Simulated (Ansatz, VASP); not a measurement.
# Hf4HN4 (H on HfN(001)): VASP beside Ansatz, part 2 of 2

Aim: how closely do two programs agree when they are given the same cell, functional and k mesh?  The structure shown is the end of the VASP relaxation below.

VASP 6.6.1 and Ansatz 0.2.0.

So far: The structure; VASP: relaxation, PBEsol.

**3. Ansatz: single point, PBEsol**

Level of this step: Ansatz beside VASP: Kohn-Sham DFT, plane waves, PBEsol (Ansatz).

Ansatz runs on its default PAW (the set named soft_2) files.

The same cell, functional, mesh and smearing now go to Ansatz, which takes its cutoff from its data sets.

Contents of input.yaml:

```yaml
crystal:
  lattice:
    - [6.37810317, 0.0, 0.0]
    - [0.0, 6.37810317, 0.0]
    - [0.0, 0.0, 24.515]
  atoms:
    - { symbol: Hf, position: [0.0, 0.0, 0.32633082] }
    - { symbol: Hf, position: [0.0, 0.5, 0.32633082] }
    - { symbol: Hf, position: [0.5, 0.0, 0.32633082] }
    - { symbol: Hf, position: [0.5, 0.5, 0.32633082] }
    - { symbol: Hf, position: [0.25, 0.25, 0.41831532] }
    - { symbol: Hf, position: [0.25, 0.75, 0.41831532] }
    - { symbol: Hf, position: [0.75, 0.25, 0.41831532] }
    - { symbol: Hf, position: [0.75, 0.75, 0.41831532] }
    - { symbol: Hf, position: [0.0, 0.0, 0.51024278] }
    - { symbol: Hf, position: [0.0, 0.5, 0.51024278] }
    - { symbol: Hf, position: [0.5, 0.0, 0.51024278] }
    - { symbol: Hf, position: [0.5, 0.5, 0.51024278] }
    - { symbol: Hf, position: [0.25, 0.25, 0.61148301] }
    - { symbol: Hf, position: [0.25, 0.75, 0.61148301] }
    - { symbol: Hf, position: [0.75, 0.25, 0.61148301] }
    - { symbol: Hf, position: [0.75, 0.75, 0.61148301] }
    - { symbol: "N", position: [0.25, 0.25, 0.32633082] }
    - { symbol: "N", position: [0.25, 0.75, 0.32633082] }
    - { symbol: "N", position: [0.75, 0.25, 0.32633082] }
    - { symbol: "N", position: [0.75, 0.75, 0.32633082] }
    - { symbol: "N", position: [0.0, 0.0, 0.41831532] }
    - { symbol: "N", position: [0.0, 0.5, 0.41831532] }
    - { symbol: "N", position: [0.5, 0.0, 0.41831532] }
    - { symbol: "N", position: [0.5, 0.5, 0.41831532] }
    - { symbol: "N", position: [0.25, 0.25, 0.51289882] }
    - { symbol: "N", position: [0.25, 0.75, 0.51289882] }
    - { symbol: "N", position: [0.75, 0.25, 0.51289882] }
    - { symbol: "N", position: [0.75, 0.75, 0.51289882] }
    - { symbol: "N", position: [0.0, 0.0, 0.60068849] }
    - { symbol: "N", position: [0.0, 0.5, 0.60068849] }
    - { symbol: "N", position: [0.5, 0.0, 0.60068849] }
    - { symbol: "N", position: [0.5, 0.5, 0.60068849] }
    - { symbol: H, position: [0.25, 0.25, 0.68635879] }
    - { symbol: H, position: [0.25, 0.75, 0.68635879] }
    - { symbol: H, position: [0.75, 0.25, 0.68635879] }
    - { symbol: H, position: [0.75, 0.75, 0.68635879] }
hamiltonian:
  xc: pbesol
  pseudopotentials: { kind: paw }
kpoints:
  mp_grid: { grid: [4, 4, 1] }
scf:
  occupations: { method: methfessel_paxton, width: 0.1 }
  n_extra_bands: 13
efield:
  axis: 3
  dipole_correction: true
  ramp_width: 0.04
output:
  forces: true
  eigenvalues: true
```

The run is started by

```
ansatz run input.yaml --threads 8 --pin off --max-ram 18432MiB --backend cpu --events-out ev --progress --plain --runs-dir out
```

Numbers of over 12 decimals in the logs are rounded to 6 here.

Log:

```text
scf.n_extra_bands = 13 over 250 filled bands (N_el = 500.0): the run solves 263 bands
Engine: ansatz 0.2.0, aarch64-unknown-linux-gnu
Pseudopotentials: kind: paw
Pseudopotential: Hf, paw, valence charge 26, recommended cutoff 420 eV (normal), Hf.paw.azcp
Pseudopotential: N, paw, valence charge 5, recommended cutoff 420 eV (normal), N.paw.azcp
Pseudopotential: H, paw, valence charge 1, recommended cutoff 420 eV (normal), H.paw.azcp
Functional definition: PBEsol
  exchange = pbesol_x
  correlation = pbesol_c
Crystal: 36 atoms, lattice volume = 997.275 Å³
Basis set: ecut = 420 eV, 19461 PW (Γ), exchange–correlation on 90×90×360 points (8 copies of the dense FFT grid, shifted against one another)
Bands: 263, of which v1, the nominal top of the filled ones, is band 250 counted from 1 (249 counted from 0)
Symmetry: 32 space group operations
Space group: P4mm (ITA 99), of the structure as read, at distance tolerance 1.0e-4 Å
k-points: 6 of 16
Non-local potential: Hf, projectors of the file, l = 0: 3, l = 1: 2, l = 2: 2, l = 3: 3
Non-local potential: N, projectors of the file, l = 0: 2, l = 1: 2, l = 2: 1
Non-local potential: H, projectors of the file, l = 0: 2, l = 1: 1
PAW form: soft (Blöchl's): semilocal exchange-correlation on the pseudo side does not see the compensation charge
PAW frozen core: Hf, regenerated for the run's functional, and the local potential with it (the file was generated under x = pbe(κ = 0.804, μ = 0.219515), c = pbe(β = 0.066725))
PAW frozen core: N, regenerated for the run's functional, and the local potential with it (the file was generated under x = pbe(κ = 0.804, μ = 0.219515), c = pbe(β = 0.066725))
PAW one-centre angular grid: Hf, 590 points (default); XC on 64 Gauss nodes
PAW one-centre angular grid: N, 110 points (default); XC on 64 Gauss nodes
PAW one-centre angular grid: H, 110 points (default); XC on 64 Gauss nodes
Initial density: superposition of atomic densities (neutral atoms: chi_scale 0, normalization atom), corrected by the library's trained network
Initial wavefunctions: pseudopotential atomic-orbital guess
Functional: x = pbesol(κ = 0.804, μ = 0.123457), c = pbesol(β = 0.046)
SCF iter   1: F=—  HF=-255736.117505 eV  |F-HF|=—  |Δ(HF+E_count)|=         —  Δρ=8.66e-3  dr2=1.42e0  ethr=1.77e-3  p=-0.866 e·Å  D=-1.57e-1 V/Å  ΔV_dip=3.85 eV  dr2_dipole=1.50e-1  V_vac-E_F(+/−)=6.77/2.92 eV  ⟨swp⟩=6.3  Hψ=6871  notcnv=0
efield: sawtooth ramp at fractional position 0.9863 (placed from the atoms, in the widest stretch of the axis that holds none; the zero of the levels goes with the place), width 0.0400; the density the first Hamiltonian is built on has a dipole p = -0.866 e·Å; the dipole correction subtracts the counter field D = -1.57e-1 V/Å, which shifts the + side's vacuum level by +3.85 eV against the − side's; the planar-averaged density in the ramp window peaks in size at 5.6e-5 e/Å³
preconditioner: auto → LDOS  [metal: Δε(μ)=0.006 eV  Ē_g=15.551 eV  σ=0.100 eV  W_gap=0.05  n_scr=262 (ndim 8)  ℏωp=25.4 eV  f_vac=0.558  D(μ)=15.73/eV (n_scr^D=84)  β→1.0]
SCF iter   2: F=—  HF=-255736.087289 eV  |F-HF|=—  |Δ(HF+E_count)|=   3.02e-2  S|Δr|=    0.00e0  Δρ=7.90e-3  dr2=7.60e-1  ethr=2.83e-4  p=-0.971 e·Å  D=-1.76e-1 V/Å  ΔV_dip=4.32 eV  dr2_dipole=5.15e-3  V_vac-E_F(+/−)=7.20/2.88 eV  ⟨swp⟩=2.7  Hψ=3655  notcnv=0  defer=31
SCF iter   3: F=—  HF=-255735.947455 eV  |F-HF|=—  |Δ(HF+E_count)|=   1.40e-1  S|Δr|=    0.00e0  Δρ=1.82e-3  dr2=6.12e-2  ethr=1.52e-4  p=-0.875 e·Å  D=-1.59e-1 V/Å  ΔV_dip=3.89 eV  dr2_dipole=7.64e-3  V_vac-E_F(+/−)=6.79/2.90 eV  ⟨swp⟩=3.0  Hψ=3187  notcnv=0  defer=31
SCF iter   4: F=—  HF=-255735.937918 eV  |F-HF|=—  |Δ(HF+E_count)|=   9.54e-3  S|Δr|=    0.00e0  Δρ=5.40e-4  dr2=8.52e-3  ethr=1.22e-5  p=-0.917 e·Å  D=-1.66e-1 V/Å  ΔV_dip=4.08 eV  dr2_dipole=2.21e-3  V_vac-E_F(+/−)=6.97/2.89 eV  ⟨swp⟩=2.5  Hψ=3523  notcnv=0  defer=25
SCF iter   5: F=—  HF=-255735.937861 eV  |F-HF|=—  |Δ(HF+E_count)|=   5.74e-5  S|Δr|=    0.00e0  Δρ=2.07e-4  dr2=1.29e-3  ethr=1.70e-6  p=-0.908 e·Å  D=-1.65e-1 V/Å  ΔV_dip=4.04 eV  dr2_dipole=5.40e-5  V_vac-E_F(+/−)=6.92/2.88 eV  ⟨swp⟩=2.7  Hψ=2740  notcnv=0  defer=25
SCF iter   6: F=—  HF=-255735.938087 eV  |F-HF|=—  |Δ(HF+E_count)|=   2.26e-4  S|Δr|=    0.00e0  Δρ=1.05e-4  dr2=5.96e-4  ethr=2.59e-7  p=-0.913 e·Å  D=-1.66e-1 V/Å  ΔV_dip=4.06 eV  dr2_dipole=2.24e-4  V_vac-E_F(+/−)=6.94/2.87 eV  ⟨swp⟩=3.0  Hψ=2837  notcnv=0  defer=25
SCF iter   7: F=—  HF=-255735.938122 eV  |F-HF|=—  |Δ(HF+E_count)|=   3.59e-5  S|Δr|=    0.00e0  Δρ=5.73e-5  dr2=2.71e-4  ethr=1.19e-7  p=-0.913 e·Å  D=-1.66e-1 V/Å  ΔV_dip=4.06 eV  dr2_dipole=7.75e-5  V_vac-E_F(+/−)=6.93/2.87 eV  ⟨swp⟩=2.3  Hψ=2609  notcnv=0  defer=25
SCF iter   8: F=—  HF=-255735.938129 eV  |F-HF|=—  |Δ(HF+E_count)|=   6.71e-6  S|Δr|=    0.00e0  Δρ=3.02e-5  dr2=4.29e-5  ethr=5.42e-8  p=-0.914 e·Å  D=-1.66e-1 V/Å  ΔV_dip=4.07 eV  dr2_dipole=1.22e-5  V_vac-E_F(+/−)=6.93/2.86 eV  ⟨swp⟩=2.5  Hψ=2271  notcnv=0  defer=25
SCF iter   9: F=—  HF=-255735.938440 eV  |F-HF|=—  |Δ(HF+E_count)|=   3.11e-4  S|Δr|=    0.00e0  Δρ=1.46e-5  dr2=1.68e-5  ethr=8.58e-9  p=-0.915 e·Å  D=-1.66e-1 V/Å  ΔV_dip=4.07 eV  dr2_dipole=4.71e-6  V_vac-E_F(+/−)=6.93/2.86 eV  ⟨swp⟩=3.0  Hψ=3038  notcnv=0  defer=25
SCF iter  10: F=—  HF=-255735.938439 eV  |F-HF|=—  |Δ(HF+E_count)|=   6.78e-7  S|Δr|=    0.00e0  Δρ=9.32e-6  dr2=2.57e-6  ethr=3.36e-9  p=-0.915 e·Å  D=-1.66e-1 V/Å  ΔV_dip=4.07 eV  dr2_dipole=6.11e-7  V_vac-E_F(+/−)=6.93/2.86 eV  ⟨swp⟩=2.3  Hψ=1788  notcnv=0  defer=25
SCF iter  11: F=—  HF=-255735.938440 eV  |F-HF|=—  |Δ(HF+E_count)|=   6.97e-7  S|Δr|=    0.00e0  Δρ=2.89e-6  dr2=1.81e-7  ethr=5.14e-10  p=-0.915 e·Å  D=-1.66e-1 V/Å  ΔV_dip=4.07 eV  dr2_dipole=1.50e-8  V_vac-E_F(+/−)=6.93/2.86 eV  ⟨swp⟩=2.5  Hψ=2396  notcnv=0  defer=25
SCF iter  12: F=-255735.938440 eV  HF=-255735.938440 eV  |F-HF|=3.13e-8  |Δ(HF+E_count)|=   4.56e-8  S|Δr|=    0.00e0  Δρ=1.54e-6  dr2=4.86e-8  ethr=2.00e-11  p=-0.915 e·Å  D=-1.66e-1 V/Å  ΔV_dip=4.07 eV  dr2_dipole=7.11e-10  V_vac-E_F(+/−)=6.93/2.86 eV  ⟨swp⟩=13.5  Hψ=8609  notcnv=0
SCF 1 converged in 12 iterations: F = -255735.938440 eV  dr2 = 4.86e-8
  greatest PAW one-centre occupation: 0.998 electrons in one spin orbital (limit 2), on the Hf atom at site 15 (counted from 0), in its partial waves of l = 3
SCF converged after 12 iterations
Stability not checked: this state was not tested for a lower state beside it, because cold or Methfessel-Paxton smearing, or corrected tetrahedra, fill the levels in a way that the test cannot read (fill_not_monotonic; see scf.lower_state_search)
Free energy (F): -255735.938440 eV
Harris-Foulkes:  -255735.938440 eV  (|F-HF|=3.13e-8)
Internal energy: -255735.930946 eV  (E = F + TS)
E sigma→0 (E₀):  -255735.936567 eV
Entropy (-TS):   -0.007494 eV (-0.208 meV/atom)
Fermi energy:    5.681089 eV
Dipole field:    D = -0.166017 V/Å  (p = -0.914969 e·Å, saw-weighted, corrected)
Work function:   Φ+ = 6.9287 eV   Φ− = 2.8588 eV
Levels:          The Fermi level and band energies are counted from a zero that moves with the ramp; work functions are not
--- Per-component energies (eV) ---
  E_band       = -6018.125674
  E_kinetic    = 8898.256853
  E_local      = -970514.950611  (includes V_loc(G=0)·N_el)
  E_nonlocal   = -19079.337735
  E_hartree    = 478924.431376
  E_xc         = -5751.671219
  E_vxc        = -5520.440151  (∫ρ·V_xc dr)
  E_paw        = -110867.288581  (= ΣΔE_a)
  E_vpaw       = 22427.252599  (= ΣTr[D̂ρ^β])
  E_aug_tail   = -0.003145  (compensation charges beyond the density's cutoff)
  E_efield     = 0.075950  (sawtooth field / dipole correction)
  E_vefield    = -77.826067  (∫n·V_field dr)
  E_ewald      = 362634.089121
  E_core_change = 20.467046  (= ΣΔE_core)
  E_smearing   = -0.007494  (= −TS)
  E_closure    = 0.000000  (closes the sum)
  Σ components = -255735.938440   (vs F -255735.938440, Δ=0.00e0)
--- Forces (eV/Å), atoms counted from 1 ---
  atom   1  Hf     0.00000000    -0.00000000     1.83525344
  atom   2  Hf     0.00000000    -0.00000000     1.83525344
  atom   3  Hf     0.00000000    -0.00000000     1.83525344
  atom   4  Hf     0.00000000     0.00000000     1.83525344
  atom   5  Hf     0.00000000    -0.00000000     0.24199758
  atom   6  Hf    -0.00000000    -0.00000000     0.24199758
  atom   7  Hf     0.00000000    -0.00000000     0.24199758
  atom   8  Hf    -0.00000000     0.00000000     0.24199758
  atom   9  Hf    -0.00000000    -0.00000000     0.02219818
  atom  10  Hf    -0.00000000    -0.00000000     0.02219818
  atom  11  Hf    -0.00000000     0.00000000     0.02219818
  atom  12  Hf    -0.00000000     0.00000000     0.02219818
  atom  13  Hf    -0.00000000     0.00000000    -0.03842491
  atom  14  Hf     0.00000000     0.00000000    -0.03842491
  atom  15  Hf     0.00000000    -0.00000000    -0.03842491
  atom  16  Hf    -0.00000000    -0.00000000    -0.03842491
  atom  17  N      0.00000000     0.00000000    -0.96629028
  atom  18  N      0.00000000     0.00000000    -0.96629028
  atom  19  N     -0.00000000     0.00000000    -0.96629028
  atom  20  N      0.00000000     0.00000000    -0.96629028
  atom  21  N      0.00000000    -0.00000000    -1.05555357
  atom  22  N      0.00000000     0.00000000    -1.05555357
  atom  23  N      0.00000000     0.00000000    -1.05555357
  atom  24  N      0.00000000    -0.00000000    -1.05555357
[...]
atom  29  N      0.00000000     0.00000000    -0.04409566
  atom  30  N      0.00000000     0.00000000    -0.04409566
  atom  31  N     -0.00000000     0.00000000    -0.04409566
  atom  32  N     -0.00000000    -0.00000000    -0.04409566
  atom  33  H     -0.00000000     0.00000000     0.02634634
  atom  34  H      0.00000000     0.00000000     0.02634634
  atom  35  H      0.00000000     0.00000000     0.02634634
  atom  36  H     -0.00000000    -0.00000000     0.02634634
  max |Σ_I F_I| component: 1.23e-4 eV/Å
--- Band table (eV; the first three rows and the last of 6) ---
  k-point 0: bands = [... 246 lower, 4.2326, 4.2326, 4.9006, 5.1287, 5.6627, 5.8167, 5.8167, 6.3484, ... 9 higher]
  k-point 1: bands = [... 246 lower, 4.2924, 4.9622, 4.9965, 5.5777, 5.6618, 5.9437, 5.9963, 6.0254, ... 9 higher]
  k-point 2: bands = [... 246 lower, 5.0921, 5.0921, 5.2570, 5.2570, 5.6832, 5.6832, 5.9306, 5.9306, ... 9 higher]
  k-point 5: bands = [... 246 lower, 4.5213, 4.5213, 6.5258, 6.5258, 6.5258, 6.5258, 6.5541, 6.5541, ... 9 higher]
```

Wall time 60 s (8 threads of Arm Neoverse N1, shared host); peak memory 5.9 GiB.

**4. Comparison**

Known differences besides the PAW data sets themselves: the data sets hold 500 valence electrons in Ansatz (default PAW (the set named soft_2) files) and 276 in VASP; the cutoff is 420 eV in Ansatz and 400 eV in VASP (PREC = Normal, projectors in real space); Ansatz makes its cores anew for this functional, VASP keeps those of its PBE data sets. Total energies have different zeros and are not compared.

Forces on 10 of the 36 atoms, picked by the larger force of the two programs (eV/Å; atoms numbered as in POSCAR):

| atom | Ansatz x, y, z | VASP x, y, z |
| --- | --- | --- |
| Hf1 | 0.000, 0.000, 1.835 | 0.000, 0.000, 1.820 |
| Hf2 | 0.000, 0.000, 1.835 | 0.000, 0.000, 1.820 |
| Hf3 | 0.000, 0.000, 1.835 | 0.000, 0.000, 1.820 |
| Hf4 | 0.000, 0.000, 1.835 | 0.000, 0.000, 1.820 |
| N17 | 0.000, 0.000, -0.966 | 0.000, 0.000, -0.992 |
| N18 | 0.000, 0.000, -0.966 | 0.000, 0.000, -0.992 |
| N21 | 0.000, 0.000, -1.056 | 0.000, 0.000, -1.069 |
| N22 | 0.000, 0.000, -1.056 | 0.000, 0.000, -1.069 |
| N23 | 0.000, 0.000, -1.056 | 0.000, 0.000, -1.069 |
| N24 | 0.000, 0.000, -1.056 | 0.000, 0.000, -1.069 |

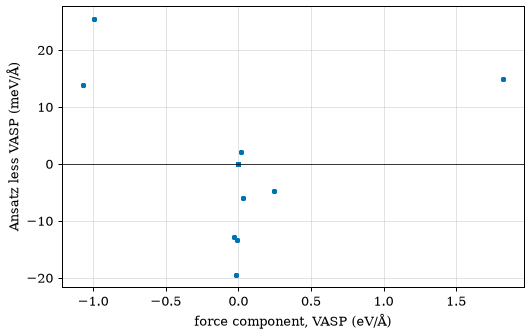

Difference of the force components against their size.

The forces differ by 8.3 meV/Å r.m.s., which is 1.8 % of the r.m.s. force of 0.45 eV/Å (both taken over all components, held atoms included).

**5. Results**

| Property | Result |
| --- | --- |
| r.m.s. force difference (single point, PBEsol) | 1.8 % of the r.m.s. force |

In words: The r.m.s. force difference is 1.8 % of the r.m.s. force (single point, PBEsol), within the 3 % picked in this series as the mark of a large difference. How closely two codes agree says nothing of how well the functional describes the real material.

[Lines on the potential files, build, host, timing and source positions are cut from VASP's logs without a mark.]

[Logs are printed without paths, hosts, clocks, repeated set-up lines and the standing remarks that a program may print on its own settings, such as how far it seeks lower states.]

[Hosts, paths, dates, database ids (printed as entryN), source tags and the programs' standing remarks are cut or masked in the printed files.]
